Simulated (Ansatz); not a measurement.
# Calculations on BH$_{3}$S$_{2}$O

**1. Relaxation**

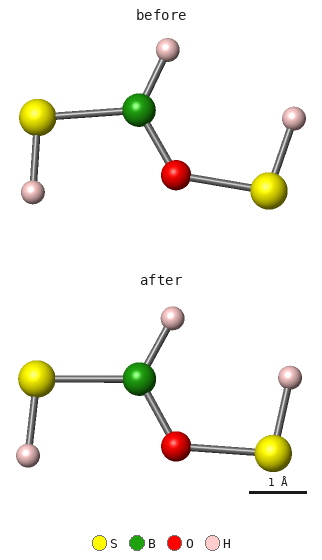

The structure of BH3S2O before (top) and after (bottom) a relaxation, at one scale.

A ball-and-stick model, seen face on.

The run prepares an end point of a later path (torsion) calculation, from a guessed geometry.

Theory: RKS PBE-D4/def2-SVP in Ansatz 0.2.0. (no spin polarisation; force threshold 0.015 eV/Å; at most 40 steps)

> Describe what moved and what it gained.

The largest move after the best rigid fit is that of an H atom, 0.13 Å. Largest moves by element: H 0.13 Å, O 0.11 Å, S 0.09 Å, B 0.07 Å. Some distances before and after: O–S 1.665 → 1.717 Å, B–H 1.174 → 1.218 Å, H–S 1.328 → 1.364 Å, B–O 1.331 → 1.364 Å. Bond angles that change, for instance: B–O–S 129.8° → 123.3°, S–B–O 115.9° → 119.2°, O–B–H 125.0° → 122.8°. After 6 geometry steps the energy has fallen by 0.130 eV. The largest force component goes from 1.1 to 0.0036 eV/Å.

**2. Relaxation**

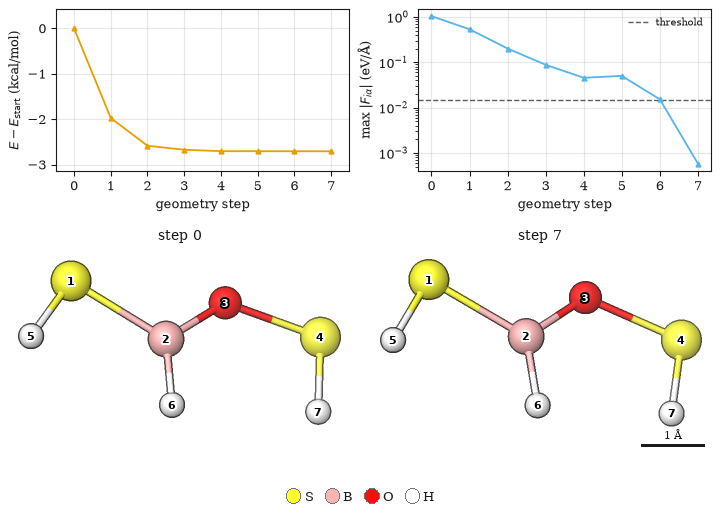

First and last geometry of a relaxation of BH₃S₂O, with the history of the run. A ball-and-stick model, seen at a tilt.

The run prepares an end point of a later path (torsion) calculation, from a guessed geometry.

Level of theory: Ansatz 0.2.0, RKS PBE-D4/def2-SVP.

The input:
```yaml
crystal:
  periodic: [false, false, false]
  atoms:
    - { symbol: S, position_ang: [-1.31191, 1.59818, 0.67828] }
    - { symbol: B, position_ang: [0.04778, 0.49187, 0.3265] }
    - { symbol: O, position_ang: [1.22222, 0.82621, 0.85583] }
    - { symbol: S, position_ang: [2.69574, 0.05906, 0.74808] }
    - { symbol: H, position_ang: [-2.24465, 0.93435, 0.0058] }
    - { symbol: H, position_ang: [-0.14586, -0.45663, -0.3381] }
    - { symbol: H, position_ang: [2.33077, -0.97879, -0.03107] }
basis:
  gaussian: { orbitals: def2-SVP }
hamiltonian:
  xc: pbe
  dispersion: d4
relax:
  f_tol: 0.015
  max_steps: 40
output:
  orbitals: {}
```

Launched with:
```bash
ansatz run input.yaml --threads 1 --pin off --max-ram 2048MiB --backend cpu --events-out ev --progress --plain --runs-dir out
```

Q: What do the curves and the structures tell?

A: It converged. Over 7 geometry steps the energy falls by 2.71 kcal/mol. The largest force component goes from 1 to 0.00059 eV/Å. H7 moves most after the best rigid fit: 0.13 Å. Largest moves by element: H 0.13 Å, O 0.10 Å, S 0.05 Å, B 0.05 Å. Among the contacts that change: O3–S4 1.665 → 1.710 Å, B2–H6 1.174 → 1.219 Å, S1–H5 1.328 → 1.361 Å, B2–O3 1.331 → 1.363 Å. Among the angles between lasting bonds that change: B2–O3–S4 129.8° → 123.6°, B2–S1–H5 97.2° → 94.3°, S1–B2–H6 119.1° → 121.9°.

**3. Path**

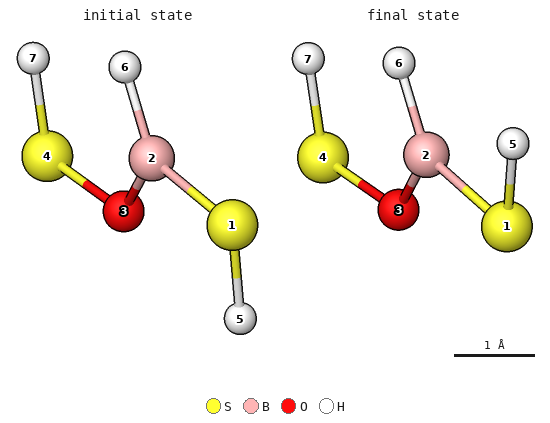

The two relaxed end points of a path for BH$_{3}$S$_{2}$O. The picture is a ball-and-stick view, seen from a free direction.

The calculation used RKS PBE-D4/def2-SVP (Ansatz).

Settings: 5 movable images; climbing image; force threshold 0.05 eV/Å; iteration limit 60.

Start:
```xyz
7

S    -1.2821    1.6425    0.7134
B     0.0060    0.4477    0.2899
O    -0.3134   -0.6268   -0.4868
S     0.8258   -1.8236   -0.9536
H    -2.2850    1.0095    0.0390
H     1.1303    0.6434    0.7168
H     1.9185   -1.2927   -0.3187
```

End:
```xyz
7

S    -1.8897    1.0446    0.1662
B    -0.2852    0.2048    0.0559
O    -0.2635   -0.9434   -0.6778
S     1.1412   -1.8906   -0.9114
H    -1.4213    2.0578    0.9442
H     0.7106    0.6437    0.6058
H     2.0081   -1.1168   -0.1829
```

### What barrier does the band find between them, and by what path?

Forward barrier 10.9 kcal/mol, backward barrier 9.9 kcal/mol, with image 3 at the top; the reaction energy is +1.0 kcal/mol. The motion is a rotation about the S1–B2 bond by about 180°. No bond forms or breaks between the ends. Among the angles between lasting bonds that change up to the highest image: S1–B2–H6 118.0° → 123.3°, B2–S1–H5 95.8° → 91.8°. The band converged in 8 iterations. The largest component of the band force went from 38 to 0.02 eV/Å. The climbing image converged on the top of the path. Its vibrational analysis gives one imaginary mode (412i cm⁻¹), as a transition state must have.

Energies of the converged images:

```tsv
image	path (Å)	E (kcal/mol)
0	0.00	0.0
1	0.49	1.7
2	0.97	7.7
3	1.45	10.9
4	1.95	8.1
5	2.46	3.2
6	2.96	1.0
```

The geometry at the top of the path:

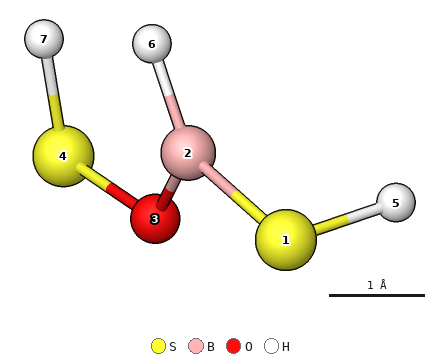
